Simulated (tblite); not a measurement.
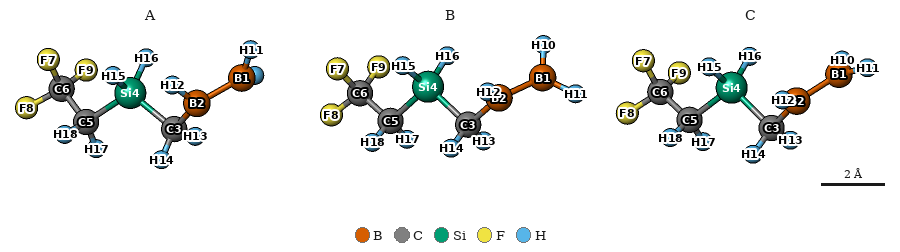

3 geometries from one relaxation of C3H9B2F3Si, in shuffled order. The picture is a ball-and-stick view, seen at a tilt.

All numbers below come from tblite 0.8.0, GFN2-xTB geometry optimisation, gas phase. 

Put them in the order of the run, from the start to the converged end.

Answer. A, C, B. They are steps 0, 40, 152, at +1.215 eV, +0.253 eV relative to the last. The energy falls by 1.215 eV in 152 geometry steps. H11 moves most after the best rigid fit: 1.80 Å. By element the largest moves are H 1.80 Å, F 0.48 Å, C 0.39 Å, Si 0.25 Å, B 0.21 Å. Near-neighbour distances that change, for instance: Si4–C5 1.859 → 1.920 Å, C6–F7 1.396 → 1.345 Å, B1–B2 1.670 → 1.623 Å, C5–C6 1.532 → 1.492 Å. Bond angles that change, for instance: F8–C6–F9 114.3° → 105.6°, C3–Si4–H15 104.4° → 112.8°, C5–C6–F7 105.0° → 112.8°. Groups turn about Si4–C5 by about 20°. The run took 2 s on 1 thread of Arm Neoverse N1 (shared host).
